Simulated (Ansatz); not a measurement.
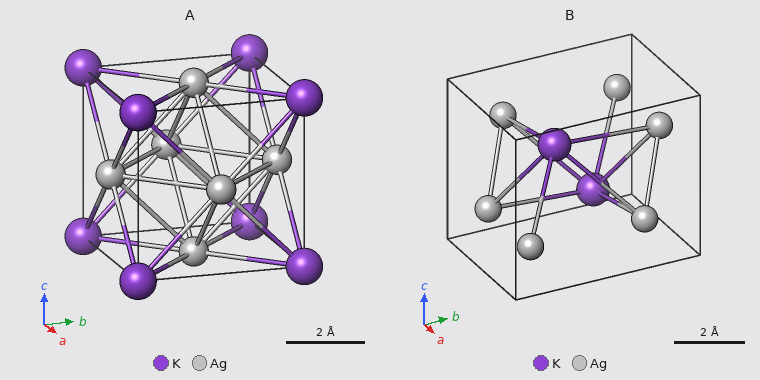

Two structures of KAg3, each relaxed to rest (conventional cells in solid outline, small ones repeated, not to one scale). Method: DFT PBE, scalar-relativistic, plane waves, PAW in Ansatz 0.2.0, without spin polarisation.

Question: Which two forms are compared?

Answer: A: Cu₃Au (L1₂) type, Pm-3m. B: 8 atoms a cell on a primitive hexagonal lattice, P6_3/mmc.

Question: Compare their energies: which is lower?

Answer: B is lower, by 145 meV/atom at this level of theory (energies at zero smearing). Volumes: A 23.2, B 28.5 Å³/atom.

One or both may be structure types tried for this composition rather than known phases.
